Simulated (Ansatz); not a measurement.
**GeN (quartet): B3LYP, wB97M-V, B2PLYP, RPA-PBE over a scan of the distance Ge1–N2, cc-pVDZ, part 1 of 2**

Aim: run GeN (quartet) with these functionals over a scan of the distance Ge1–N2, and hold them against the top wave-function level at the same points.

Computed with Ansatz 0.2.0, Gaussian basis. Level: cc-pVDZ, all electrons in the functionals, frozen cores in the correlation of double hybrids and RPA.

The runs, in order: B3LYP, wB97M-V, B2PLYP, RPA-PBE, at 1.830 Å; 2.003 Å; 2.169 Å; 2.721 Å; 3.693 Å; 5.308 Å.

2 further runs of the same task are left out: 1 for a known fault of the program, 1 that didn't finish. Runs told in other sessions of the task aren't counted.

## Step 1: What is computed

The geometry derives from a PBE0/def2-TZVP stationary point (not a proven minimum). One bond is set to the value named and the two fragments are kept rigid. No spin-orbit coupling is included. The filled d shell of Ge may be among the frozen orbitals whatever the setting's name suggests.

2 atoms, charge 0, spin multiplicity 4.

Atoms are counted from 1 here; the program's logs count them from 0.

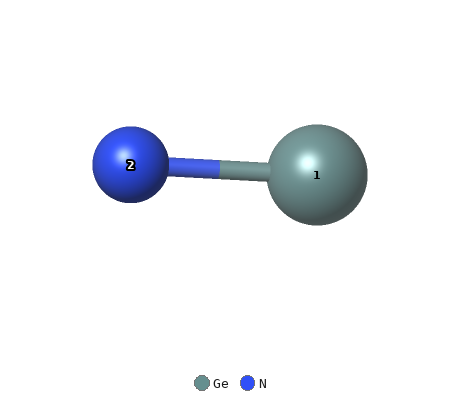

The geometry (germanium teal, nitrogen blue); atoms are numbered from 1 in the order of the file.

As a file:

```xyz
2
charge 0, multiplicity 4
Ge    0.0000    0.0000    0.0000
N     0.0000    0.0000    2.0031
```

No dispersion term is added; wB97M-V holds VV10 nonlocal correlation. B3LYP takes the VWN-RPA correlation.

The geometry shown and the zero of energy belong to the point 2.003 Å. The yardstick, FCI, and other wave-function levels (R restricted, U unrestricted, valence and pair active spaces) come from earlier runs.

## Step 2: B3LYP, 1.830 Å

in.yaml

```yaml
crystal:
  periodic: [false, false, false]
  atoms:
    - {symbol: Ge, position_ang: [0.000000, 0.000000, 0.000000]}
    - {symbol: N, position_ang: [0.000000, 0.000000, 1.830000]}
basis:
  gaussian: {orbitals: cc-pVDZ}
magnetization: {spin_polarized: true, initial_magnetization: 3}
hamiltonian: {xc: {name: B3LYP}}
```

Launch:

```console
$ ansatz run in.yaml --threads 1 --pin off --events-out ev --progress --plain --max-ram 2880MiB --backend cpu
```

Log:

```text
Functional definition: B3LYP
  name "B3LYP"
  cite "Stephens, Devlin, Chabalowski & Frisch, J. Phys. Chem. 98, 11623 (1994) doi:10.1021/j100096a001"
  cite "Becke, Phys. Rev. A 38, 3098 (1988) doi:10.1103/PhysRevA.38.3098"
  cite "Lee, Yang & Parr, Phys. Rev. B 37, 785 (1988) doi:10.1103/PhysRevB.37.785"
  cite "Vosko, Wilk & Nusair, Can. J. Phys. 58, 1200 (1980) doi:10.1139/p80-159"
  parameter a0 = 0.2
  parameter ax = 0.72
  parameter ac = 0.81
  exchange = (1 - a0 - ax)*slater_x + ax*b88_x + a0*exact_x
  correlation = (1 - ac)*vwn_rpa_c + ac*lyp_c
465 factors; integrals over basis functions are off by at most 4.2e-4 eV
mean field evaluation 1: about -57999.3511 eV, gradient 2.4e1 eV
mean field evaluation 2: about -57968.0284 eV, gradient 6.3e1 eV
mean field evaluation 4: about -58002.4512 eV, gradient 3.4e0 eV
mean field evaluation 8: about -58002.5116 eV, gradient 3.4e-1 eV
mean field evaluation 16: about -58003.0370 eV, gradient 2.8e-1 eV
mean field evaluation 32: about -58003.0633 eV, gradient 1.2e-5 eV
mean field evaluation 64: about -58002.9883 eV, gradient 6.8e-2 eV
mean field evaluation 96: about -58002.6000 eV, gradient 5.6e-1 eV
mean field -58003.06328693 eV, -2131.5732599063 hartree, gradient 6.5e-6 eV, S^2 3.761497; 11 other end points of the search recorded, 0 dependent functions left out
reference -58003.06344426 eV, -2131.5732656882 hartree; 21, 18 occupied and 20, 23 virtual orbitals, 465 factors
Total energy: -58003.06344426 eV, -2131.5732656882 hartree
```

Run time: 6.5 s. Hardware: 1 thread of AMD EPYC 7R13, shared host.

From the report: ⟨S²⟩ of the determinant 3.761 (pure quartet: 3.75).

## Step 3: B3LYP, 2.003 Å

in.yaml, as its differences from that of step 2:

```diff
@@ -4,3 +4,3 @@
     - {symbol: Ge, position_ang: [0.000000, 0.000000, 0.000000]}
-    - {symbol: N, position_ang: [0.000000, 0.000000, 1.830000]}
+    - {symbol: N, position_ang: [0.000000, 0.000000, 2.003100]}
 basis:
```

The command is unchanged.

Log, shortened:

```text
Functional definition: B3LYP
  name "B3LYP"
  cite "Stephens, Devlin, Chabalowski & Frisch, J. Phys. Chem. 98, 11623 (1994) doi:10.1021/j100096a001"
  cite "Becke, Phys. Rev. A 38, 3098 (1988) doi:10.1103/PhysRevA.38.3098"
  cite "Lee, Yang & Parr, Phys. Rev. B 37, 785 (1988) doi:10.1103/PhysRevB.37.785"
  cite "Vosko, Wilk & Nusair, Can. J. Phys. 58, 1200 (1980) doi:10.1139/p80-159"
[...]
465 factors; integrals over basis functions are off by at most 5.5e-4 eV
[...]
mean field -58003.41262353 eV, -2131.5860977896 hartree, gradient 1.7e-5 eV, S^2 3.759614; 4 other end points of the search recorded, 0 dependent functions left out
reference -58003.41278047 eV, -2131.5861035572 hartree; 21, 18 occupied and 20, 23 virtual orbitals, 465 factors
Total energy: -58003.41278047 eV, -2131.5861035572 hartree
```

Wall time 1.7 s (1 thread of AMD EPYC 7R13, shared host).

From the report: ⟨S²⟩ of the determinant 3.760 (pure quartet: 3.75).

## Step 4: B3LYP, 2.169 Å

in.yaml, as its differences from that of step 3:

```diff
@@ -4,3 +4,3 @@
     - {symbol: Ge, position_ang: [0.000000, 0.000000, 0.000000]}
-    - {symbol: N, position_ang: [0.000000, 0.000000, 2.003100]}
+    - {symbol: N, position_ang: [0.000000, 0.000000, 2.169000]}
 basis:
```

Same command.

Log, shortened:

```text
Functional definition: B3LYP
  name "B3LYP"
  cite "Stephens, Devlin, Chabalowski & Frisch, J. Phys. Chem. 98, 11623 (1994) doi:10.1021/j100096a001"
  cite "Becke, Phys. Rev. A 38, 3098 (1988) doi:10.1103/PhysRevA.38.3098"
  cite "Lee, Yang & Parr, Phys. Rev. B 37, 785 (1988) doi:10.1103/PhysRevB.37.785"
  cite "Vosko, Wilk & Nusair, Can. J. Phys. 58, 1200 (1980) doi:10.1139/p80-159"
[...]
465 factors; integrals over basis functions are off by at most 5.8e-4 eV
[...]
mean field -58003.34868826 eV, -2131.5837482118 hartree, gradient 2.1e-5 eV, S^2 3.764115; 4 other end points of the search recorded, 0 dependent functions left out
reference -58003.34884481 eV, -2131.5837539647 hartree; 21, 18 occupied and 20, 23 virtual orbitals, 465 factors
Total energy: -58003.34884481 eV, -2131.5837539647 hartree
```

Run time: 1.7 s. Hardware: 1 thread of AMD EPYC 7R13, shared host.

From the report: ⟨S²⟩ of the determinant 3.764 (pure quartet: 3.75).

From 2.003 Å: +0.064 eV.

## Step 5: B3LYP, 2.721 Å

in.yaml, as its differences from that of step 4:

```diff
@@ -4,3 +4,3 @@
     - {symbol: Ge, position_ang: [0.000000, 0.000000, 0.000000]}
-    - {symbol: N, position_ang: [0.000000, 0.000000, 2.169000]}
+    - {symbol: N, position_ang: [0.000000, 0.000000, 2.721000]}
 basis:
```

The command is unchanged.

Log, shortened:

```text
Functional definition: B3LYP
  name "B3LYP"
  cite "Stephens, Devlin, Chabalowski & Frisch, J. Phys. Chem. 98, 11623 (1994) doi:10.1021/j100096a001"
  cite "Becke, Phys. Rev. A 38, 3098 (1988) doi:10.1103/PhysRevA.38.3098"
  cite "Lee, Yang & Parr, Phys. Rev. B 37, 785 (1988) doi:10.1103/PhysRevB.37.785"
  cite "Vosko, Wilk & Nusair, Can. J. Phys. 58, 1200 (1980) doi:10.1139/p80-159"
[...]
467 factors; integrals over basis functions are off by at most 5.1e-4 eV
[...]
mean field -58002.40838616 eV, -2131.5491927469 hartree, gradient 3.4e-6 eV, S^2 4.001370; 9 other end points of the search recorded, 0 dependent functions left out
reference -58002.40854769 eV, -2131.5491986831 hartree; 21, 18 occupied and 20, 23 virtual orbitals, 467 factors
Total energy: -58002.40854769 eV, -2131.5491986831 hartree
```

It took 3.1 s on 1 thread of AMD EPYC 7R13, shared host.

From the report: ⟨S²⟩ of the determinant 4.001 (pure quartet: 3.75).

From 2.003 Å: +1.004 eV.

## Step 6: B3LYP, 3.693 Å

in.yaml, as its differences from that of step 5:

```diff
@@ -4,3 +4,3 @@
     - {symbol: Ge, position_ang: [0.000000, 0.000000, 0.000000]}
-    - {symbol: N, position_ang: [0.000000, 0.000000, 2.721000]}
+    - {symbol: N, position_ang: [0.000000, 0.000000, 3.693000]}
 basis:
```

Launched as before.

Log, shortened:

```text
Functional definition: B3LYP
  name "B3LYP"
  cite "Stephens, Devlin, Chabalowski & Frisch, J. Phys. Chem. 98, 11623 (1994) doi:10.1021/j100096a001"
  cite "Becke, Phys. Rev. A 38, 3098 (1988) doi:10.1103/PhysRevA.38.3098"
  cite "Lee, Yang & Parr, Phys. Rev. B 37, 785 (1988) doi:10.1103/PhysRevB.37.785"
  cite "Vosko, Wilk & Nusair, Can. J. Phys. 58, 1200 (1980) doi:10.1139/p80-159"
[...]
467 factors; integrals over basis functions are off by at most 4.4e-4 eV
[...]
mean field -58001.70150213 eV, -2131.5232152379 hartree, gradient 8.9e-6 eV, S^2 4.629352; 12 other end points of the search recorded, 0 dependent functions left out
reference -58001.70166585 eV, -2131.5232212544 hartree; 21, 18 occupied and 20, 23 virtual orbitals, 467 factors
Total energy: -58001.70166585 eV, -2131.5232212544 hartree
```

Run time: 4.4 s. Hardware: 1 thread of AMD EPYC 7R13, shared host.

From the report: ⟨S²⟩ of the determinant 4.629 (pure quartet: 3.75). The determinant of B3LYP (⟨S²⟩ 4.63) is far from a pure spin state, so its energy mixes those of several spin states; that is harmless only where they are near-degenerate.

From 2.003 Å: +1.711 eV.

## Step 7: B3LYP, 5.308 Å

in.yaml, as its differences from that of step 6:

```diff
@@ -4,3 +4,3 @@
     - {symbol: Ge, position_ang: [0.000000, 0.000000, 0.000000]}
-    - {symbol: N, position_ang: [0.000000, 0.000000, 3.693000]}
+    - {symbol: N, position_ang: [0.000000, 0.000000, 5.308000]}
 basis:
```

Launched as before.

Log, shortened:

```text
Functional definition: B3LYP
  name "B3LYP"
  cite "Stephens, Devlin, Chabalowski & Frisch, J. Phys. Chem. 98, 11623 (1994) doi:10.1021/j100096a001"
  cite "Becke, Phys. Rev. A 38, 3098 (1988) doi:10.1103/PhysRevA.38.3098"
  cite "Lee, Yang & Parr, Phys. Rev. B 37, 785 (1988) doi:10.1103/PhysRevB.37.785"
  cite "Vosko, Wilk & Nusair, Can. J. Phys. 58, 1200 (1980) doi:10.1139/p80-159"
[...]
465 factors; integrals over basis functions are off by at most 1.4e-4 eV
[...]
mean field -58001.54880769 eV, -2131.5176038208 hartree, gradient 4.0e-6 eV, S^2 4.754607; 13 other end points of the search recorded, 0 dependent functions left out
reference -58001.54898953 eV, -2131.5176105034 hartree; 21, 18 occupied and 20, 23 virtual orbitals, 465 factors
Total energy: -58001.54898953 eV, -2131.5176105034 hartree
```

It took 7.5 s on 1 thread of AMD EPYC 7R13, shared host.

From the report: ⟨S²⟩ of the determinant 4.755 (pure quartet: 3.75). The determinant of B3LYP (⟨S²⟩ 4.75) is far from a pure spin state, so its energy mixes those of several spin states; that is harmless only where they are near-degenerate.

From 2.003 Å: +1.864 eV.

## Step 8: wB97M-V, 1.830 Å

in.yaml

```yaml
crystal:
  periodic: [false, false, false]
  atoms:
    - {symbol: Ge, position_ang: [0.000000, 0.000000, 0.000000]}
    - {symbol: N, position_ang: [0.000000, 0.000000, 1.830000]}
basis:
  gaussian: {orbitals: cc-pVDZ}
magnetization: {spin_polarized: true, initial_magnetization: 3}
hamiltonian: {xc: {name: wB97M-V}}
output: {orbitals: {seedname: orbitals}}
```

Same command.

Log, shortened:

```text
Functional definition: wB97M-V
  name "wB97M-V"
  cite "Mardirossian & Head-Gordon, J. Chem. Phys. 144, 214110 (2016) doi:10.1063/1.4952647"
  cite "Becke, J. Chem. Phys. 107, 8554 (1997) doi:10.1063/1.475007"
  cite "Vydrov & Van Voorhis, J. Chem. Phys. 133, 244103 (2010) doi:10.1063/1.3521275"
  # Of w^i u^j: cxij and so on, Table III.
[...]
  gx(w, u) = 1 - cx + cx01*u + cx10*w
  gss(w, u) = css00 + css04*u^4 + css10*w + css20*w^2 + css43*w^4*u^3
  gos(w, u) = cos00 + cos10*w + (cos20 + cos21*u)*w^2 + (cos60 + cos61*u)*w^6
[...]
      + integral(e_c_pw_mod_opposite_spin*gos(b97_w_opposite, b97_u_opposite)) + vv10(b, c)
465 factors; integrals over basis functions are off by at most 4.2e-4 eV
112 factors; integrals over basis functions are off by at most 7.6e-6 eV
[...]
mean field -57998.36022741 eV, -2131.4004256567 hartree, gradient 8.0e-7 eV, S^2 3.759216; 5 other end points of the search recorded, 0 dependent functions left out
reference -57998.36025240 eV, -2131.4004265750 hartree; 21, 18 occupied and 20, 23 virtual orbitals, 465 factors
Total energy: -57998.36025240 eV, -2131.4004265750 hartree
```

It took 12 s on 1 thread of AMD EPYC 7R13, shared host.

From the report: ⟨S²⟩ of the determinant 3.759 (pure quartet: 3.75).

## Step 9: wB97M-V, 2.003 Å

in.yaml, as its differences from that of step 8:

```diff
@@ -4,3 +4,3 @@
     - {symbol: Ge, position_ang: [0.000000, 0.000000, 0.000000]}
-    - {symbol: N, position_ang: [0.000000, 0.000000, 1.830000]}
+    - {symbol: N, position_ang: [0.000000, 0.000000, 2.003100]}
 basis:
```

Same command.

Log, shortened:

```text
Functional definition: wB97M-V
  name "wB97M-V"
  cite "Mardirossian & Head-Gordon, J. Chem. Phys. 144, 214110 (2016) doi:10.1063/1.4952647"
  cite "Becke, J. Chem. Phys. 107, 8554 (1997) doi:10.1063/1.475007"
  cite "Vydrov & Van Voorhis, J. Chem. Phys. 133, 244103 (2010) doi:10.1063/1.3521275"
  # Of w^i u^j: cxij and so on, Table III.
[...]
  gx(w, u) = 1 - cx + cx01*u + cx10*w
  gss(w, u) = css00 + css04*u^4 + css10*w + css20*w^2 + css43*w^4*u^3
  gos(w, u) = cos00 + cos10*w + (cos20 + cos21*u)*w^2 + (cos60 + cos61*u)*w^6
[...]
      + integral(e_c_pw_mod_opposite_spin*gos(b97_w_opposite, b97_u_opposite)) + vv10(b, c)
465 factors; integrals over basis functions are off by at most 5.5e-4 eV
112 factors; integrals over basis functions are off by at most 9.1e-6 eV
[...]
mean field -57998.64244884 eV, -2131.4107971032 hartree, gradient 1.1e-5 eV, S^2 3.763449; 5 other end points of the search recorded, 0 dependent functions left out
reference -57998.64247390 eV, -2131.4107980241 hartree; 21, 18 occupied and 20, 23 virtual orbitals, 465 factors
Total energy: -57998.64247390 eV, -2131.4107980241 hartree
```

It took 9.5 s on 1 thread of AMD EPYC 7R13, shared host.

From the report: ⟨S²⟩ of the determinant 3.763 (pure quartet: 3.75).

## Step 10: wB97M-V, 2.169 Å

in.yaml

```yaml
crystal:
  periodic: [false, false, false]
  atoms:
    - {symbol: Ge, position_ang: [0.000000, 0.000000, 0.000000]}
    - {symbol: N, position_ang: [0.000000, 0.000000, 2.169000]}
basis:
  gaussian: {orbitals: cc-pVDZ}
magnetization: {spin_polarized: true, initial_magnetization: 3}
hamiltonian: {xc: {name: wB97M-V}}
output: {forces: true, orbitals: {seedname: orbitals}}
```

The command is unchanged.

Log, shortened:

```text
Functional definition: wB97M-V
  name "wB97M-V"
  cite "Mardirossian & Head-Gordon, J. Chem. Phys. 144, 214110 (2016) doi:10.1063/1.4952647"
  cite "Becke, J. Chem. Phys. 107, 8554 (1997) doi:10.1063/1.475007"
  cite "Vydrov & Van Voorhis, J. Chem. Phys. 133, 244103 (2010) doi:10.1063/1.3521275"
  # Of w^i u^j: cxij and so on, Table III.
[...]
  gx(w, u) = 1 - cx + cx01*u + cx10*w
  gss(w, u) = css00 + css04*u^4 + css10*w + css20*w^2 + css43*w^4*u^3
  gos(w, u) = cos00 + cos10*w + (cos20 + cos21*u)*w^2 + (cos60 + cos61*u)*w^6
[...]
      + integral(e_c_pw_mod_opposite_spin*gos(b97_w_opposite, b97_u_opposite)) + vv10(b, c)
465 factors; integrals over basis functions are off by at most 5.8e-4 eV
112 factors; integrals over basis functions are off by at most 1.1e-5 eV
[...]
mean field -57998.51664210 eV, -2131.4061737905 hartree, gradient 3.3e-5 eV, S^2 3.774488; 2 other end points of the search recorded, 0 dependent functions left out
[...]
reference -57998.51666722 eV, -2131.4061747136 hartree; 21, 18 occupied and 20, 23 virtual orbitals, 465 factors
Total energy: -57998.51666722 eV, -2131.4061747136 hartree
Atom 0 at     0.000000     0.000000     0.000000 Å, force    -0.000000     0.000000     1.426692 eV/Å
Atom 1 at     0.000000     0.000000     2.169000 Å, force    -0.000000     0.000000    -1.426692 eV/Å
Dipole moment:     0.000000    -0.000000    -0.390064 e Å
```

Wall time 5.5 s (1 thread of AMD EPYC 7R13, shared host).

From the report: ⟨S²⟩ of the determinant 3.774 (pure quartet: 3.75).

From 2.003 Å: +0.126 eV.

## Step 11: wB97M-V, 2.721 Å

in.yaml, as its differences from that of step 10:

```diff
@@ -4,3 +4,3 @@
     - {symbol: Ge, position_ang: [0.000000, 0.000000, 0.000000]}
-    - {symbol: N, position_ang: [0.000000, 0.000000, 2.169000]}
+    - {symbol: N, position_ang: [0.000000, 0.000000, 2.721000]}
 basis:
```

Same command.

Log, shortened:

```text
Functional definition: wB97M-V
  name "wB97M-V"
  cite "Mardirossian & Head-Gordon, J. Chem. Phys. 144, 214110 (2016) doi:10.1063/1.4952647"
  cite "Becke, J. Chem. Phys. 107, 8554 (1997) doi:10.1063/1.475007"
  cite "Vydrov & Van Voorhis, J. Chem. Phys. 133, 244103 (2010) doi:10.1063/1.3521275"
  # Of w^i u^j: cxij and so on, Table III.
[...]
  gx(w, u) = 1 - cx + cx01*u + cx10*w
  gss(w, u) = css00 + css04*u^4 + css10*w + css20*w^2 + css43*w^4*u^3
  gos(w, u) = cos00 + cos10*w + (cos20 + cos21*u)*w^2 + (cos60 + cos61*u)*w^6
[...]
      + integral(e_c_pw_mod_opposite_spin*gos(b97_w_opposite, b97_u_opposite)) + vv10(b, c)
467 factors; integrals over basis functions are off by at most 5.1e-4 eV
112 factors; integrals over basis functions are off by at most 1.5e-5 eV
[...]
mean field -57997.52324810 eV, -2131.3696672343 hartree, gradient 1.4e-5 eV, S^2 4.185735; 2 other end points of the search recorded, 0 dependent functions left out
[...]
reference -57997.52327312 eV, -2131.3696681538 hartree; 21, 18 occupied and 20, 23 virtual orbitals, 467 factors
Total energy: -57997.52327312 eV, -2131.3696681538 hartree
Atom 0 at     0.000000     0.000000     0.000000 Å, force    -0.000000    -0.000000     1.294750 eV/Å
Atom 1 at     0.000000     0.000000     2.721000 Å, force    -0.000000     0.000000    -1.294750 eV/Å
Dipole moment:     0.000000    -0.000000    -0.404215 e Å
```

Wall time 6.5 s (1 thread of AMD EPYC 7R13, shared host).

From the report: ⟨S²⟩ of the determinant 4.186 (pure quartet: 3.75).

From 2.003 Å: +1.119 eV.

## Step 12: wB97M-V, 3.693 Å

in.yaml, as its differences from that of step 11:

```diff
@@ -4,3 +4,3 @@
     - {symbol: Ge, position_ang: [0.000000, 0.000000, 0.000000]}
-    - {symbol: N, position_ang: [0.000000, 0.000000, 2.721000]}
+    - {symbol: N, position_ang: [0.000000, 0.000000, 3.693000]}
 basis:
```

The command is unchanged.

Log, shortened:

```text
Functional definition: wB97M-V
  name "wB97M-V"
  cite "Mardirossian & Head-Gordon, J. Chem. Phys. 144, 214110 (2016) doi:10.1063/1.4952647"
  cite "Becke, J. Chem. Phys. 107, 8554 (1997) doi:10.1063/1.475007"
  cite "Vydrov & Van Voorhis, J. Chem. Phys. 133, 244103 (2010) doi:10.1063/1.3521275"
  # Of w^i u^j: cxij and so on, Table III.
[...]
  gx(w, u) = 1 - cx + cx01*u + cx10*w
  gss(w, u) = css00 + css04*u^4 + css10*w + css20*w^2 + css43*w^4*u^3
  gos(w, u) = cos00 + cos10*w + (cos20 + cos21*u)*w^2 + (cos60 + cos61*u)*w^6
[...]
      + integral(e_c_pw_mod_opposite_spin*gos(b97_w_opposite, b97_u_opposite)) + vv10(b, c)
467 factors; integrals over basis functions are off by at most 4.4e-4 eV
112 factors; integrals over basis functions are off by at most 1.7e-5 eV
[...]
mean field -57996.99086766 eV, -2131.3501026141 hartree, gradient 7.4e-6 eV, S^2 4.697545; 7 other end points of the search recorded, 0 dependent functions left out
[...]
reference -57996.99089374 eV, -2131.3501035725 hartree; 21, 18 occupied and 20, 23 virtual orbitals, 467 factors
Total energy: -57996.99089374 eV, -2131.3501035725 hartree
Atom 0 at     0.000000     0.000000     0.000000 Å, force     0.000000    -0.000000     0.201377 eV/Å
Atom 1 at     0.000000     0.000000     3.693000 Å, force     0.000000    -0.000000    -0.201377 eV/Å
Dipole moment:     0.000000    -0.000000    -0.077398 e Å
```

Run time: 16 s. Hardware: 1 thread of AMD EPYC 7R13, shared host.

From the report: ⟨S²⟩ of the determinant 4.698 (pure quartet: 3.75). The determinant of wB97M-V (⟨S²⟩ 4.70) is far from a pure spin state, so its energy mixes those of several spin states; that is harmless only where they are near-degenerate.

From 2.003 Å: +1.652 eV.

## Step 13: wB97M-V, 5.308 Å

in.yaml

```yaml
crystal:
  periodic: [false, false, false]
  atoms:
    - {symbol: Ge, position_ang: [0.000000, 0.000000, 0.000000]}
    - {symbol: N, position_ang: [0.000000, 0.000000, 5.308000]}
basis:
  gaussian: {orbitals: cc-pVDZ}
magnetization: {spin_polarized: true, initial_magnetization: 3}
hamiltonian: {xc: {name: wB97M-V}}
output: {orbitals: {seedname: orbitals}}
```

Same command.

Log, shortened:

```text
Functional definition: wB97M-V
  name "wB97M-V"
  cite "Mardirossian & Head-Gordon, J. Chem. Phys. 144, 214110 (2016) doi:10.1063/1.4952647"
  cite "Becke, J. Chem. Phys. 107, 8554 (1997) doi:10.1063/1.475007"
  cite "Vydrov & Van Voorhis, J. Chem. Phys. 133, 244103 (2010) doi:10.1063/1.3521275"
  # Of w^i u^j: cxij and so on, Table III.
[...]
  gx(w, u) = 1 - cx + cx01*u + cx10*w
  gss(w, u) = css00 + css04*u^4 + css10*w + css20*w^2 + css43*w^4*u^3
  gos(w, u) = cos00 + cos10*w + (cos20 + cos21*u)*w^2 + (cos60 + cos61*u)*w^6
[...]
      + integral(e_c_pw_mod_opposite_spin*gos(b97_w_opposite, b97_u_opposite)) + vv10(b, c)
465 factors; integrals over basis functions are off by at most 1.4e-4 eV
112 factors; integrals over basis functions are off by at most 1.8e-5 eV
[...]
mean field -57996.88375598 eV, -2131.3461663326 hartree, gradient 4.3e-6 eV, S^2 4.756293; 7 other end points of the search recorded, 0 dependent functions left out
reference -57996.88378445 eV, -2131.3461673788 hartree; 21, 18 occupied and 20, 23 virtual orbitals, 465 factors
Total energy: -57996.88378445 eV, -2131.3461673788 hartree
```

Wall time 16 s (1 thread of AMD EPYC 7R13, shared host).

From the report: ⟨S²⟩ of the determinant 4.756 (pure quartet: 3.75). The determinant of wB97M-V (⟨S²⟩ 4.76) is far from a pure spin state, so its energy mixes those of several spin states; that is harmless only where they are near-degenerate.

From 2.003 Å: +1.759 eV.

(Continued in part 2 of 2.)
